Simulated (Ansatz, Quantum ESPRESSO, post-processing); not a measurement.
# Conductance against width: vacuum gaps between two Li(100) faces, part 5 of 5

Aim: how the conductance falls as the barrier grows, for vacuum gaps between two Li(100) faces.

Quantum ESPRESSO 7.5; plane-wave DFT, LDA, GBRV ultrasoft pseudopotentials; cross-check by Ansatz 0.2.0 with PAW datasets.

So far. Step 12 (Transmission with pwcond.x, 8 Å): T goes from 0.0237 to 0.00492, a factor of 4.8. Step 13 (The same in Ansatz, 8 Å): Ansatz finds T = 0.00498 against pwcond's 0.00492.

## 14. Ground state, 9 Å

Level of this step: plane-wave DFT, LDA, GBRV ultrasoft pseudopotentials (Quantum ESPRESSO 7.5).

File j4.scf.in:

```
&control
  prefix = 'j4.scf'
  outdir = './out'
  pseudo_dir = './pseudo'
  calculation = 'scf'
  tprnfor = .true.
/
&system
  ibrav = 0
  nat = 16
  ntyp = 1
  ecutwfc = 40
  ecutrho = 200
  occupations = 'smearing'
  smearing = 'mv'
  degauss = 0.01
/
&electrons
  conv_thr = 1e-07
  mixing_beta = 0.25
  electron_maxstep = 120
  mixing_mode = 'local-TF'
/
ATOMIC_SPECIES
  Li  6.9400  li_lda_v1.4.uspp.F.UPF
CELL_PARAMETERS angstrom
  3.44000000000000 0.00000000000000 0.00000000000000
  0.00000000000000 3.44000000000000 0.00000000000000
  0.00000000000000 0.00000000000000 34.80000000000000
ATOMIC_POSITIONS crystal
  Li  0.000000000000 0.000000000000 0.000000000000
  Li  0.500000000000 0.500000000000 0.049425287356
  Li  0.000000000000 0.000000000000 0.098850574713
  Li  0.500000000000 0.500000000000 0.148275862069
  Li  0.000000000000 0.000000000000 0.197701149425
  Li  0.500000000000 0.500000000000 0.247126436782
  Li  0.000000000000 0.000000000000 0.296551724138
  Li  0.500000000000 0.500000000000 0.345977011494
  Li  0.000000000000 0.000000000000 0.604597701149
  Li  0.500000000000 0.500000000000 0.654022988506
  Li  0.000000000000 0.000000000000 0.703448275862
  Li  0.500000000000 0.500000000000 0.752873563218
  Li  0.000000000000 0.000000000000 0.802298850575
  Li  0.500000000000 0.500000000000 0.851724137931
  Li  0.000000000000 0.000000000000 0.901149425287
  Li  0.500000000000 0.500000000000 0.950574712644
K_POINTS automatic
  7 7 1 0 0 0
```

Command:

```sh
$ OMP_NUM_THREADS=1 mpirun -n 4 pw.x -nk 2 -in j4.scf.in > j4.scf.out
```

Log:

```text
[banner, memory and clock lines left out]
Program PWSCF v.7.5 starts
[...]
Message from routine setup:
[...]
number of electrons       =        48.00
     number of Kohn-Sham states=           29
     kinetic-energy cutoff     =      40.0000  Ry
     charge density cutoff     =     200.0000  Ry
[...]
number of k points=    10  Marzari-Vanderbilt smearing, width (Ry)=  0.0100
[...]
Dense  grid:   132969 G-vectors     FFT dimensions: (  30,  30, 300)
[...]
Starting wfcs are   80 randomized atomic wfcs
[...]
estimated scf accuracy    <       3.21638076 Ry
[...]
estimated scf accuracy    <       2.14759867 Ry
[...]
estimated scf accuracy    <       0.13760393 Ry
[...]
estimated scf accuracy    <       0.23720441 Ry
[...]
estimated scf accuracy    <       1.10180687 Ry
[...]
negative rho (up, down):  1.248E-04 0.000E+00
[...]
estimated scf accuracy    <       0.56920619 Ry
[...]
negative rho (up, down):  1.075E-04 0.000E+00
[...]
estimated scf accuracy    <       0.16975848 Ry
[...]
negative rho (up, down):  9.435E-06 0.000E+00
[...]
estimated scf accuracy    <       0.10771056 Ry
[...]
negative rho (up, down):  7.683E-08 0.000E+00
[...]
estimated scf accuracy    <       0.03088652 Ry
[...]
estimated scf accuracy    <       0.01546912 Ry
[...]
negative rho (up, down):  2.171E-07 0.000E+00
[...]
estimated scf accuracy    <       0.00940026 Ry
[...]
estimated scf accuracy    <       0.01168240 Ry
[...]
estimated scf accuracy    <       0.00645054 Ry
[...]
estimated scf accuracy    <       0.01777532 Ry
[...]
estimated scf accuracy    <       0.01317688 Ry
[...]
estimated scf accuracy    <       0.01495222 Ry
[...]
negative rho (up, down):  1.854E-07 0.000E+00
[...]
estimated scf accuracy    <       0.00088656 Ry
[...]
negative rho (up, down):  1.613E-07 0.000E+00
[...]
estimated scf accuracy    <       0.00169376 Ry
[...]
estimated scf accuracy    <       0.00056960 Ry
[...]
estimated scf accuracy    <       0.00037207 Ry
[...]
estimated scf accuracy    <       0.00008441 Ry
[...]
estimated scf accuracy    <       0.00013773 Ry
[...]
estimated scf accuracy    <       0.00008532 Ry
[...]
estimated scf accuracy    <       0.00002232 Ry
[...]
estimated scf accuracy    <       0.00000298 Ry
[...]
estimated scf accuracy    <       0.00000467 Ry
[...]
estimated scf accuracy    <       0.00000039 Ry
[...]
estimated scf accuracy    <       0.00000279 Ry
[...]
estimated scf accuracy    <       0.00000024 Ry
[...]
the Fermi energy is     0.0668 ev
!    total energy              =    -228.65069592 Ry
     estimated scf accuracy    <       0.00000001 Ry
     smearing contrib. (-TS)   =       0.00022839 Ry
     internal energy E=F+TS    =    -228.65092430 Ry
[...]
one-electron contribution =    -486.52639759 Ry
     hartree contribution      =     222.10261936 Ry
     xc contribution           =     -50.69764826 Ry
     ewald contribution        =      86.47050218 Ry
     convergence has been achieved in  30 iterations
[...]
Total force =     0.005747     Total SCF correction =     0.000157
[...]
```

Wall time 48 s (4 MPI ranks of Arm Neoverse V2, shared host); peak memory 0.5 GiB.

Numbers from this step:

| Item | Value |
| --- | --- |
| free energy | -3110.9512 eV |
| Fermi energy | 0.0668 eV |

## 15. The open system, 9 Å

File j4.cond.in:

```
&inputcond
  outdir = './out'
  prefixt = 'j4.scf'
  tran_file = 'j4.cond.dat'
  bdl = 2.0000000000
  bds = 10.1162790698
  ikind = 1
  ewind = 4.0
  epsproj = 1e-05
  nz1 = 7
  energy0 = 0.4
  denergy = -0.4
/
15
  0.00000000 0.00000000 0.01562500
  0.00000000 0.12500000 0.06250000
  0.00000000 0.25000000 0.06250000
  0.00000000 0.37500000 0.06250000
  0.00000000 0.50000000 0.03125000
  0.12500000 0.12500000 0.06250000
  0.12500000 0.25000000 0.12500000
  0.12500000 0.37500000 0.12500000
  0.12500000 0.50000000 0.06250000
  0.25000000 0.25000000 0.06250000
  0.25000000 0.37500000 0.12500000
  0.25000000 0.50000000 0.06250000
  0.37500000 0.37500000 0.06250000
  0.37500000 0.50000000 0.06250000
  0.50000000 0.50000000 0.01562500
3
```

Command:

```sh
$ OMP_NUM_THREADS=1 mpirun -n 4 pwcond.x -in j4.cond.in > j4.cond.out
```

Log:

```text
[banner, memory and clock lines left out]
Program PWCOND v.7.5 starts
[citation notice left out]

[...]
./out/j4.scf.save/

     IMPORTANT: XC functional enforced from input :
     Exchange-correlation= PZ
                           (   1   1   0   0   0   0   0)
     Any further DFT definition will be discarded
     Please, verify this is what you really want

     Reading collected, re-writing distributed wavefunctions

===== INPUT FILE containing all the regions =====

     GEOMETRY:

     lattice parameter (alat)  =       6.5007  a.u.
[...]
Nchannels of the left tip =            0
 Right moving states:
   k1(2pi/a)   k2(2pi/a)   E-Ef (eV)
 Left moving states:
   k1(2pi/a)   k2(2pi/a)   E-Ef (eV)

 to transmit
          E-Ef(ev), T =    0.0000000   0.0000000
---  E-Ef =   -0.4000000  k =    0.5000000   0.5000000
---  ie =          3  ik =         15
 Nchannels of the left tip =            0
 Right moving states:
   k1(2pi/a)   k2(2pi/a)   E-Ef (eV)
 Left moving states:
   k1(2pi/a)   k2(2pi/a)   E-Ef (eV)

 to transmit
          E-Ef(ev), T =   -0.4000000   0.0000000
   T_tot     0.40000      0.48244E-02
   T_tot     0.00000      0.18406E-02
   T_tot    -0.40000      0.64198E-03

[...]
```

The job ended after 25 s (4 MPI ranks; peak memory 0.23 GiB; 99 s of CPU time).

Read from the output:

```
transmission at the Fermi level, one spin : 9.20e-4
conductance                               : 9.20e-4 G₀
```

Per spin; mean over the k mesh across the current. The transmission, zone mean by energy, zero at the Fermi level:

```
energy (eV)  transmission, zone mean
     -0.400                   3.2e-4
      0.000                   9.2e-4
      0.400                  0.00241
```

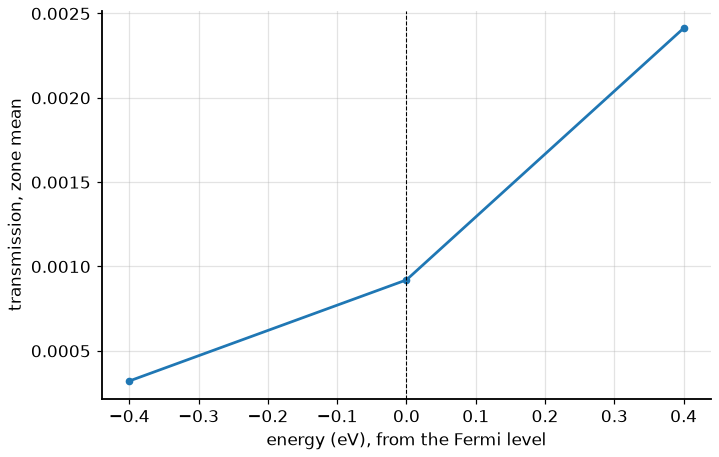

Transmission, zone mean against energy.

T goes from 0.00492 to 9.2e-4, a factor of 5.3.

## 16. The same in Ansatz, 9 Å

Level of this step: plane-wave DFT, LDA, Ansatz PAW (Ansatz 0.2.0).

File input.yaml:

```yaml
crystal:
  lattice:
    - [3.44, 0.0, 0.0]
    - [0.0, 3.44, 0.0]
    - [0.0, 0.0, 34.8]
  atoms:
    - { symbol: Li, position: [0.0, 0.0, 0.0] }
    - { symbol: Li, position: [0.5, 0.5, 0.0494252874] }
    - { symbol: Li, position: [0.0, 0.0, 0.0988505747] }
    - { symbol: Li, position: [0.5, 0.5, 0.1482758621] }
    - { symbol: Li, position: [0.0, 0.0, 0.1977011494] }
    - { symbol: Li, position: [0.5, 0.5, 0.2471264368] }
    - { symbol: Li, position: [0.0, 0.0, 0.2965517241] }
    - { symbol: Li, position: [0.5, 0.5, 0.3459770115] }
    - { symbol: Li, position: [0.0, 0.0, 0.6045977011] }
    - { symbol: Li, position: [0.5, 0.5, 0.6540229885] }
    - { symbol: Li, position: [0.0, 0.0, 0.7034482759] }
    - { symbol: Li, position: [0.5, 0.5, 0.7528735632] }
    - { symbol: Li, position: [0.0, 0.0, 0.8022988506] }
    - { symbol: Li, position: [0.5, 0.5, 0.8517241379] }
    - { symbol: Li, position: [0.0, 0.0, 0.9011494253] }
    - { symbol: Li, position: [0.5, 0.5, 0.9505747126] }
kpoints:
  mp_grid: { grid: [7, 7, 1] }
hamiltonian:
  xc: lda
scf:
  occupations: { method: fermi_dirac, width: 0.1 }
  convergence: { dr2_threshold: 1.0e-08 }
output:
  transmission: { leads: [[0, 2]], e_range: [-0.4, 0.4], de: 0.4, kmesh: [8, 8] }
  write_potential: true
  write_density: true
  volumetric_format: npy
  elf: true
```

Command:

```sh
$ ansatz run input.yaml --threads 4 --pin off --max-ram 8192MiB --backend cpu --events-out ev --progress --plain --runs-dir out
```

Log:

```text
[...]
Crystal: 16 atoms, lattice volume = 411.809 Å³
Basis set: ecut = 420 eV, 8025 PW (Γ)
Bands: 40, of which v1, the nominal top of the filled ones, is band 24 counted from 1 (23 counted from 0)
Symmetry: 16 space group operations
[...]
k-points: 10 of 49
[...]
k-point 9: bands = [... 20 lower, 0.5347, 0.6576, 0.7654, 0.8592, 1.1450, 1.1546, 1.5260, 1.5978, ... 12 higher]
--- Transmission ---
  basis      : 101 plane waves across, 44 finite elements along
  points     : 15, standing for a mesh of 8 x 8
[...]
channels       : 1.203125e0 a spin
[...]
slowest decay  : 0.2462 /Å at (0.5000, 0.5000)
  junction   : crystal 0 to crystal 0, -0.16 to 31.20 Å
    transmission   : 9.354058e-4 a spin
[...]
[key lines of the parts left out:]
SCF converged after 7 iterations
Free energy (F): -3225.474209 eV
Fermi energy:    0.140753 eV
```

Elapsed: 14 s, on 4 threads; peak memory 0.84 GiB; 46 s of CPU time.

Numbers from this step:

* free energy: -3225.4742 eV
* energy at zero smearing: -3225.3263 eV
* smearing term TS: 0.2958 eV
* Fermi energy: 0.1408 eV
* transmission at the Fermi level, one spin: 9.35e-4

Per spin; mean over the k mesh across the current. Transmission, zone mean against energy, zero at the Fermi level:

```
energy (eV)  transmission, zone mean
     -0.400                   3.3e-4
      0.000                   9.4e-4
      0.400                  0.00246
```

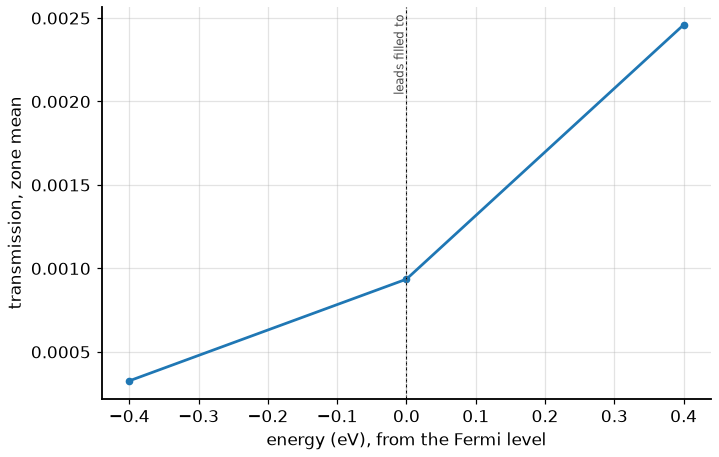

Transmission, zone mean against energy.

Ansatz finds T = 9.4e-4 against pwcond's 9.2e-4.

## 17. The series side by side

All levels:

```
level  T by pwcond  T by Ansatz  lead channels  CPU time (s)
  5 Å       0.2416       0.2421          1.203         216.2
  6 Å      0.08872      0.08893          1.203         240.6
  7 Å      0.02373      0.02357          1.203         265.5
  8 Å      0.00492     0.004982          1.203         254.9
  9 Å      9.20e-4      9.35e-4          1.203         291.8
```

## 18. The arithmetic

For the narrowest barrier, the Landauer sum over the mesh, Σ w T = 0.1250 × 0.427 + 0.0625 × 0.804 + 0.0625 × 0.722 + … = 0.2416.

G = 0.242 × 77.48 µS = 18.7 µS a cell. Times the area of 11.834 Å², the resistance-area product is A/G = 6.32 fΩ m², the leads' contact resistance included.

Free electrons at 1 an atom (4 atoms in 81.4 Å³) have k_F = 1.133 1/Å and offer A k_F²/4π = 1.21 channels per spin; the lead has 1.20 on this mesh.

κ = ln(T₁/T₂)/(2Δd) = ln(0.00492/0.0009203)/(2 × 1 Å) = 0.84 1/Å.

## 19. Results

```json
{
  "conductance a cell at 5 Å": "0.242 G₀",
  "conductance a cell at 6 Å": "0.0887 G₀",
  "conductance a cell at 7 Å": "0.0237 G₀",
  "conductance a cell at 8 Å": "0.00492 G₀",
  "conductance a cell at 9 Å": "9.2e-4 G₀",
  "fall of ln T per Å over the last interval": "1.68"
}
```

**Reading.** The conductance goes from 0.242 G₀ at 5 Å to 9.2e-4 G₀ at 9 Å (LDA, GBRV ultrasoft). Interval by interval ln T falls by 1.00, 1.32, 1.57 and 1.68 per Å. The last interval gives κ = 0.84 1/Å in T ∝ exp(−2κd), an apparent barrier of (κ/0.512)² = 2.7 eV. Ansatz follows the series within a factor of 1.02. Points with over 2.5 times the mean carry up to 80 % of T, so the means lean on few points, and the mesh was not tested. The geometries are as built, not relaxed, and the leads are short. Semilocal functionals lack the image potential in a vacuum gap.

[Logs are printed without paths, hosts, clocks, repeated set-up lines and the standing remarks that a program may print on its own settings, such as how far it seeks lower states.]

[Hosts, paths, dates, database ids (printed as entryN), source tags and the programs' standing remarks are cut or masked in the printed files.]

[Maps of the electrostatic potential energy from Ansatz leave out the sawtooth potential of an applied field or a dipole correction, so their vacuum need not be flat; planar profiles and work functions include it.]
